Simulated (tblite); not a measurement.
## Geometry relaxation, with input and output: C5H10GeNP (part 1 of 4)

The run: geometry relaxation of C5H10GeNP, SMILES [PH2][GeH2][CH2]n1cccc1. Method and program: GFN2-xTB geometry optimisation, gas phase (tblite 0.8.0).

It belongs to a series of runs on one base structure; here: H on C replaced by N-pyrrolyl.

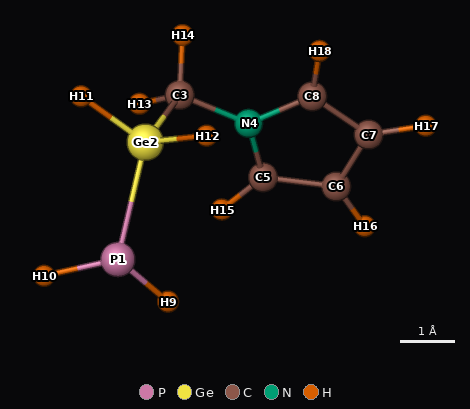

*The structure as given in the input (ball-and-stick view, seen at a tilt; atoms are numbered from 1 in the order of the input). Sticks mark near contacts.*

Bond lengths as drawn: C–C 1.38 to 1.40 Å, C–Ge 1.91 Å, C–H 1.09 to 1.13 Å, C–N 1.32 to 1.46 Å, Ge–H 1.56 to 1.58 Å, Ge–P 2.25 Å and H–P 1.42 to 1.43 Å.

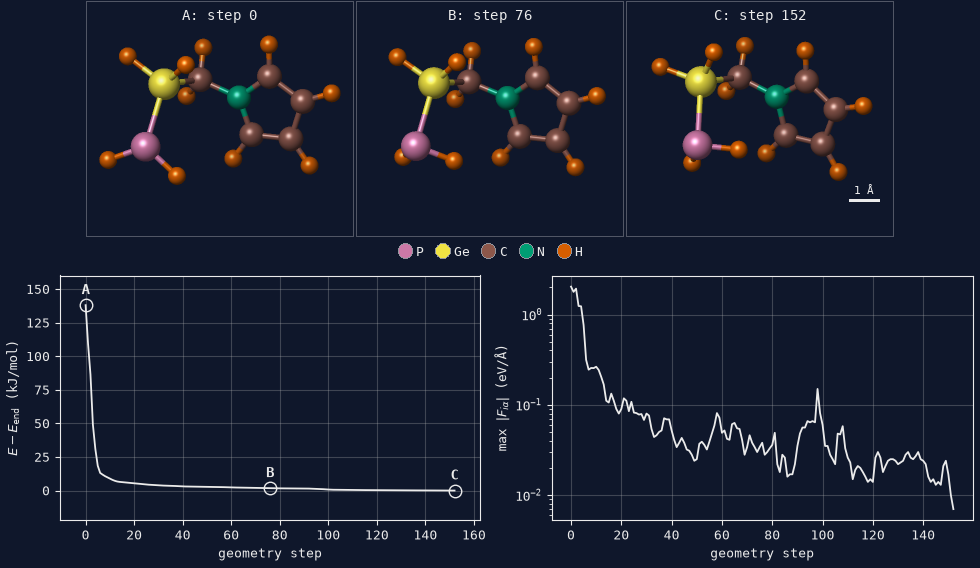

*Frames of the relaxation (ball-and-stick view, seen at a tilt) above the curves, on which the letters mark them (steps are counted from 0).*

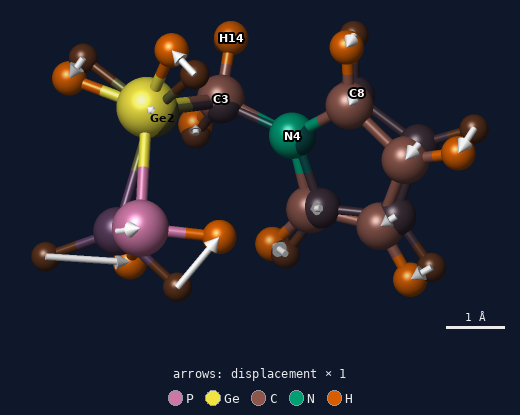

*Start (faint) and end (solid) with the displacements as white arrows, at true length (ball-and-stick view, seen at a tilt). The two geometries are laid on each other by the best rigid fit.*

Over 152 geometry steps the energy falls by 138.1 kJ/mol. Largest force component: 2 eV/Å at the start, 0.007 eV/Å at the end. H10 moves most after the best rigid fit: 1.52 Å. By element the largest moves are H 1.52 Å, P 0.55 Å, C 0.39 Å, Ge 0.13 Å, N 0.09 Å. Among the contacts that change: Ge2–C3 1.908 → 2.028 Å, Ge2–H12 1.577 → 1.512 Å, P1–Ge2 2.250 → 2.298 Å, Ge2–H11 1.562 → 1.516 Å. Among the angles that change: Ge2–P1–H9 115.8° → 92.0°, Ge2–P1–H10 116.2° → 92.5°, H9–P1–H10 116.0° → 92.3°. (Atoms are counted from 1 in the order of the input.)

The input and output of the run follow.

The input
```
{"job": {"kind": "relax", "xc": "GFN2-xTB", "basis": "xTB"}, "charge": 0, "multiplicity": 1}
P      2.768400     1.417800    -0.090200
Ge     1.989200    -0.664400     0.253600
C      0.534100    -1.209900    -0.853300
N     -0.670600    -0.432100    -0.605200
C     -1.079100     0.701900    -1.151700
C     -2.288700     1.102200    -0.622600
C     -2.631900     0.143900     0.328600
C     -1.593700    -0.796800     0.318400
H      1.776200     2.433100    -0.260800
H      3.917900     1.528700    -0.913300
H      3.094400    -1.759900     0.113000
H      1.480600    -0.751400     1.744000
H      0.838600    -1.056000    -1.915100
H      0.335300    -2.311900    -0.739700
H     -0.525700     1.235400    -1.927800
H     -2.871100     1.988800    -0.857000
H     -3.516500     0.130600     0.957700
H     -1.566100    -1.693700     0.945100
```

The first line tells a small driver script what to run in tblite; the rest is the geometry in Å.

Command:
```bash
OMP_NUM_THREADS=1 python <driver script> task.json out
```

What the program printed
```
step      E/eV     max force
  0    -628.81755    2.485
  1    -629.11415    2.155
  2    -629.35265    2.173
  3    -629.73929    1.766
  4    -629.92602    1.740
  5    -630.05701    0.958
  6    -630.11236    0.388
  7    -630.12557    0.276
  8    -630.13720    0.272
  9    -630.14672    0.298
 10    -630.15658    0.287
 11    -630.16554    0.279
 12    -630.17305    0.244
 13    -630.17858    0.192
 14    -630.18157    0.127
 15    -630.18345    0.148
 16    -630.18538    0.181
 17    -630.18762    0.163
 18    -630.18990    0.129
 19    -630.19174    0.110
 20    -630.19326    0.100
 21    -630.19490    0.126
 22    -630.19680    0.124
 23    -630.19866    0.116
 24    -630.20033    0.119
 25    -630.20189    0.086
 26    -630.20333    0.095
 27    -630.20452    0.086
 28    -630.20555    0.081
 29    -630.20670    0.072
 30    -630.20802    0.101
 31    -630.20925    0.104
 32    -630.21008    0.077
 33    -630.21061    0.053
 34    -630.21110    0.058
 35    -630.21173    0.062
 36    -630.21248    0.066
 37    -630.21334    0.088
 38    -630.21436    0.103
 39    -630.21548    0.087
 40    -630.21642    0.061
 41    -630.21704    0.046
 42    -630.21745    0.043
 43    -630.21787    0.049
 44    -630.21834    0.053
 45    -630.21878    0.044
 46    -630.21913    0.037
 47    -630.21938    0.036
 48    -630.21959    0.037
 49    -630.21979    0.035
 50    -630.21999    0.035
 51    -630.22024    0.045
 52    -630.22052    0.049
 53    -630.22081    0.050
 54    -630.22107    0.040
 55    -630.22135    0.051
 56    -630.22173    0.054
 57    -630.22228    0.062
 58    -630.22301    0.081
 59    -630.22375    0.072
 60    -630.22436    0.059
 61    -630.22483    0.057
 62    -630.22520    0.047
 63    -630.22558    0.046
 64    -630.22608    0.068
 65    -630.22667    0.072
 66    -630.22717    0.063
 67    -630.22750    0.073
 68    -630.22778    0.044
 69    -630.22813    0.035
 70    -630.22851    0.045
 71    -630.22902    0.056
 72    -630.22942    0.054
 73    -630.22969    0.039
 74    -630.22990    0.038
 75    -630.23014    0.041
 76    -630.23042    0.043
 77    -630.23071    0.038
 78    -630.23100    0.033
 79    -630.23126    0.041
 80    -630.23144    0.045
 81    -630.23155    0.060
 82    -630.23170    0.029
 83    -630.23185    0.020
 84    -630.23194    0.028
 85    -630.23203    0.026
 86    -630.23210    0.020
 87    -630.23217    0.021
 88    -630.23226    0.021
 89    -630.23238    0.027
 90    -630.23257    0.043
 91    -630.23287    0.060
 92    -630.23334    0.072
 93    -630.23403    0.076
 94    -630.23483    0.074
 95    -630.23566    0.072
 96    -630.23656    0.070
 97    -630.23759    0.071
 98    -630.23805    0.195
 99    -630.23969    0.105
100    -630.24069    0.064
101    -630.24184    0.040
102    -630.24224    0.042
103    -630.24251    0.032
104    -630.24267    0.030
105    -630.24285    0.029
106    -630.24309    0.057
107    -630.24336    0.052
108    -630.24376    0.059
109    -630.24419    0.050
110    -630.24446    0.032
111    -630.24459    0.026
112    -630.24466    0.019
113    -630.24477    0.021
114    -630.24486    0.024
115    -630.24494    0.024
116    -630.24501    0.020
117    -630.24507    0.018
118    -630.24513    0.017
119    -630.24518    0.017
120    -630.24524    0.021
121    -630.24532    0.030
122    -630.24543    0.031
123    -630.24554    0.027
124    -630.24562    0.019
125    -630.24569    0.022
126    -630.24577    0.025
127    -630.24591    0.028
128    -630.24610    0.027
129    -630.24629    0.030
130    -630.24643    0.025
131    -630.24654    0.029
132    -630.24665    0.030
133    -630.24681    0.041
134    -630.24698    0.041
135    -630.24712    0.029
136    -630.24724    0.027
137    -630.24735    0.030
138    -630.24749    0.033
139    -630.24765    0.028
140    -630.24782    0.031
141    -630.24795    0.026
142    -630.24804    0.016
143    -630.24810    0.017
144    -630.24814    0.017
145    -630.24817    0.018
146    -630.24821    0.016
147    -630.24826    0.016
148    -630.24834    0.025
149    -630.24842    0.028
150    -630.24849    0.019
151    -630.24853    0.011
152    -630.24856    0.009
```

Trajectory as extended XYZ (Å, eV, eV/Å), 45 of the 153 frames kept, from step=0 to step=152
```
18
Properties=species:S:1:pos:R:3:forces:R:3 step=0 energy=-628.81755
P     2.7684    1.4178   -0.0902    0.8680   1.1420   1.5960
Ge    1.9892   -0.6644    0.2536    1.0440  -0.1420   1.1460
C     0.5341   -1.2099   -0.8533   -1.4060  -0.6110  -1.5540
N    -0.6706   -0.4321   -0.6052    0.1810  -1.8130   0.9220
C    -1.0791    0.7019   -1.1517   -0.1650   2.0370  -1.4130
C    -2.2887    1.1022   -0.6226    0.0330   0.2560  -0.0680
C    -2.6319    0.1439    0.3286    0.6870  -0.9600   0.3100
C    -1.5937   -0.7968    0.3184   -1.4500   0.1030   0.8490
H     1.7762    2.4331   -0.2608    0.7100  -1.0790  -0.7440
H     3.9179    1.5287   -0.9133   -1.3170  -0.1200  -0.1890
H     3.0944   -1.7599    0.1130   -0.2290   0.5560   0.0700
H     1.4806   -0.7514    1.7440    0.3540   0.1890  -0.6930
H     0.8386   -1.0560   -1.9151   -0.3080  -0.1570   0.4120
H     0.3353   -2.3119   -0.7397   -0.1130   1.0030  -0.0820
H    -0.5257    1.2354   -1.9278   -0.0580  -0.4370   0.3220
H    -2.8711    1.9888   -0.8570    0.3990  -0.3540  -0.0600
H    -3.5165    0.1306    0.9577    0.4120  -0.0670  -0.2550
H    -1.5661   -1.6937    0.9451    0.3600   0.4530  -0.5680
18
Properties=species:S:1:pos:R:3:forces:R:3 step=3 energy=-629.73929
P     2.8691    1.5163    0.1135    0.6270   0.0670   1.1770
Ge    2.0454   -0.6693    0.3111   -0.6700   0.8520  -1.2430
C     0.4542   -1.2248   -0.9193    0.5790   1.1680   1.1910
N    -0.7193   -0.4642   -0.5866    0.4100   0.3310  -0.8170
C    -1.0878    0.7303   -1.1724    0.1000  -0.7760   0.3770
C    -2.2764    1.1030   -0.6168    0.0100  -0.0990   0.1060
C    -2.6196    0.1269    0.3407   -0.2950   0.7260  -0.2720
C    -1.6472   -0.8051    0.3495    0.7850   0.0630  -0.7600
H     1.8376    2.3258   -0.3507    0.0880  -0.5740  -0.5020
H     3.7813    1.5154   -0.9479   -0.7340  -0.1770  -0.1780
H     3.0854   -1.7117    0.1241    0.4280  -0.2140   0.0970
H     1.5166   -0.7329    1.6867   -0.0260  -0.0610   0.5190
H     0.8072   -1.0653   -1.9182   -0.2360   0.1440  -0.6660
H     0.3130   -2.2630   -0.7491   -0.3570  -0.8550   0.0530
H    -0.5043    1.2165   -1.9344    0.0240  -0.2210   0.0760
H    -2.8445    1.9676   -0.8628   -0.1580   0.2860  -0.0520
H    -3.4841    0.1235    0.9399   -0.6470   0.0520   0.4610
H    -1.5353   -1.6827    0.9163    0.0710  -0.7100   0.4350
18
Properties=species:S:1:pos:R:3:forces:R:3 step=7 energy=-630.12557
P     2.9420    1.5689    0.2404   -0.0970  -0.0960  -0.1500
Ge    2.0365   -0.5969    0.2635    0.1440   0.1440   0.1810
C     0.4779   -1.1921   -0.8984    0.0110  -0.0570  -0.1720
N    -0.7178   -0.4673   -0.6165    0.0560  -0.0230   0.1320
C    -1.0876    0.7134   -1.1739   -0.2200   0.0780   0.0560
C    -2.2755    1.1096   -0.6141    0.0870  -0.1570   0.0080
C    -2.6244    0.1372    0.3430    0.0340  -0.0620  -0.0160
C    -1.6352   -0.8115    0.3263   -0.0510  -0.0400   0.0280
H     1.8877    2.2173   -0.4057   -0.0120  -0.2390   0.1250
H     3.6599    1.4902   -0.9520   -0.0680  -0.1910   0.0620
H     3.1064   -1.6966    0.1365   -0.1000   0.2450   0.0230
H     1.5321   -0.7333    1.6956    0.0570  -0.0500  -0.1050
H     0.7639   -1.0594   -1.9467   -0.1210   0.0280   0.0120
H     0.2858   -2.2627   -0.7493    0.1520   0.2180   0.0760
H    -0.4950    1.1877   -1.9304    0.0460  -0.0310  -0.0930
H    -2.8410    1.9807   -0.8697   -0.0090   0.1050  -0.0010
H    -3.5060    0.1268    0.9584    0.1090   0.0310  -0.0380
H    -1.5185   -1.7056    0.9164   -0.0200   0.0970  -0.1280
18
Properties=species:S:1:pos:R:3:forces:R:3 step=10 energy=-630.15658
P     2.9451    1.5638    0.2467    0.0710  -0.0180   0.0880
Ge    2.0470   -0.5669    0.2719   -0.1260  -0.1530  -0.0410
C     0.4874   -1.1817   -0.9065   -0.0570   0.2500   0.1280
N    -0.7117   -0.4638   -0.6097   -0.0450   0.1130  -0.0630
C    -1.0955    0.7129   -1.1755    0.0910  -0.0340   0.0050
C    -2.2800    1.1065   -0.6138    0.0310   0.0180  -0.0530
C    -2.6226    0.1306    0.3424   -0.0470   0.1270  -0.0800
C    -1.6360   -0.8150    0.3219    0.0720   0.0500  -0.0300
H     1.8879    2.1665   -0.3995   -0.2640  -0.0040   0.0140
H     3.6316    1.4563   -0.9471    0.1050  -0.1790  -0.1140
H     3.0995   -1.6600    0.1421    0.0560   0.1190  -0.0010
H     1.5417   -0.7408    1.6864   -0.0170  -0.0260   0.0280
H     0.7406   -1.0529   -1.9572    0.0250   0.0420  -0.1120
H     0.3027   -2.2411   -0.7371    0.1440  -0.0570   0.0850
H    -0.4930    1.1750   -1.9368   -0.0590  -0.0130  -0.0090
H    -2.8371    1.9896   -0.8678    0.0280  -0.0670   0.0540
H    -3.4982    0.1315    0.9593   -0.0130  -0.0230   0.0460
H    -1.5182   -1.7041    0.9038    0.0040  -0.1450   0.0550
18
Properties=species:S:1:pos:R:3:forces:R:3 step=14 energy=-630.18157
P     2.9454    1.5527    0.2413   -0.0300   0.0560  -0.0470
Ge    2.0346   -0.5611    0.2762    0.0360   0.0280   0.0510
C     0.4942   -1.1525   -0.9062    0.0020  -0.0840  -0.0480
N    -0.7097   -0.4527   -0.6079   -0.0180  -0.0680  -0.0200
C    -1.0931    0.7168   -1.1780   -0.0190   0.0430  -0.0060
C    -2.2800    1.1070   -0.6208    0.0060   0.0260   0.0310
C    -2.6233    0.1337    0.3349    0.0030  -0.0230   0.0710
C    -1.6321   -0.8112    0.3216   -0.0050  -0.0100   0.0260
H     1.8444    2.1268   -0.3802    0.0180  -0.0250   0.0060
H     3.6322    1.3955   -0.9573   -0.0820  -0.0630  -0.0120
H     3.1080   -1.6152    0.1437    0.1110  -0.0500  -0.0360
H     1.5420   -0.7550    1.6879   -0.0670  -0.0370   0.0530
H     0.7269   -1.0391   -1.9694    0.0610   0.0340   0.0820
H     0.3465   -2.2177   -0.7129    0.0180   0.0320  -0.0110
H    -0.4994    1.1675   -1.9492    0.0040   0.0520  -0.0480
H    -2.8334    1.9922   -0.8593   -0.0390   0.0280  -0.0240
H    -3.4917    0.1330    0.9645    0.0010  -0.0030  -0.0250
H    -1.5203   -1.7143    0.8946    0.0010   0.0640  -0.0420
18
Properties=species:S:1:pos:R:3:forces:R:3 step=17 energy=-630.18762
P     2.9442    1.5588    0.2380   -0.0160  -0.0420  -0.0350
Ge    2.0349   -0.5593    0.2833    0.1110  -0.0440   0.1110
C     0.4961   -1.1513   -0.9071    0.0060   0.0710   0.0790
N    -0.7130   -0.4560   -0.6144    0.0020   0.0810  -0.0250
C    -1.0928    0.7214   -1.1794   -0.0310  -0.0380   0.0030
C    -2.2790    1.1113   -0.6173    0.0140   0.0020   0.0120
C    -2.6215    0.1356    0.3399    0.0350   0.0570  -0.0350
C    -1.6310   -0.8088    0.3228    0.0070   0.0390  -0.0750
H     1.8331    2.1148   -0.3774    0.0030   0.0130  -0.0330
H     3.6191    1.3700   -0.9643   -0.0960  -0.0160  -0.0010
H     3.1282   -1.6113    0.1386   -0.0330   0.0540  -0.0010
H     1.5313   -0.7644    1.6972   -0.0130  -0.0340  -0.0240
H     0.7350   -1.0301   -1.9636    0.0770   0.0120  -0.0390
H     0.3594   -2.2124   -0.7087   -0.0300  -0.0910  -0.0280
H    -0.5026    1.1729   -1.9576   -0.0540  -0.0090   0.0490
H    -2.8376    1.9949   -0.8600    0.0120  -0.0290   0.0110
H    -3.4926    0.1323    0.9643   -0.0050   0.0040   0.0060
H    -1.5199   -1.7121    0.8893    0.0090  -0.0300   0.0270
18
Properties=species:S:1:pos:R:3:forces:R:3 step=21 energy=-630.19490
P     2.9381    1.5580    0.2298   -0.0380  -0.0220   0.0250
Ge    2.0480   -0.5638    0.3103   -0.1180   0.0000  -0.0450
C     0.5064   -1.1418   -0.8986    0.0400  -0.0300  -0.0230
N    -0.7114   -0.4507   -0.6222    0.0420  -0.0200   0.0630
C    -1.0978    0.7246   -1.1838    0.0260   0.0110   0.0010
C    -2.2771    1.1187   -0.6130   -0.0210  -0.0240  -0.0240
C    -2.6163    0.1441    0.3431    0.0060  -0.0700  -0.0070
C    -1.6287   -0.8044    0.3155    0.0030  -0.0020   0.0310
H     1.8172    2.0988   -0.3808   -0.0090   0.0070  -0.0210
H     3.5815    1.3307   -0.9782   -0.0300   0.0020  -0.0650
H     3.1488   -1.5946    0.1336   -0.0140  -0.0080   0.0360
H     1.5170   -0.7858    1.7070    0.0390  -0.0430   0.0400
H     0.7600   -1.0159   -1.9554    0.0460   0.0060   0.0750
H     0.3709   -2.2109   -0.7106   -0.0350   0.0860  -0.0490
H    -0.5160    1.1795   -1.9617    0.0250   0.0330  -0.0370
H    -2.8411    1.9960   -0.8586   -0.0010   0.0350   0.0020
H    -3.4908    0.1333    0.9641    0.0290   0.0150   0.0070
H    -1.5176   -1.7094    0.8831    0.0080   0.0250  -0.0100
```
